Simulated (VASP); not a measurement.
Band structure of Nb$_{3}$ZrC$_{4}$ (ordered alloy cell). Computed with PBEsol GGA, VASP's PBE PAW potentials (set 64) (plane waves; VASP 6.6.1).

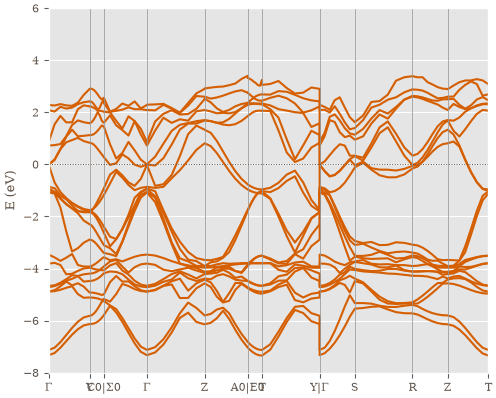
Figure: Bands along high-symmetry lines, zero at the valence-band maximum or, without a gap, the Fermi level

Read the plot: is there a gap, and where are the band edges?

It has no gap at this level: it comes out as a metal or semimetal. (Edges off the drawn lines would not show.)

The structure was generated: Nb3ZrC4 was put into an ordered model structure (Cmmm), which need not be its known phase. It was relaxed first. The electron count is odd and the run is not spin-polarised, which forces a metal.
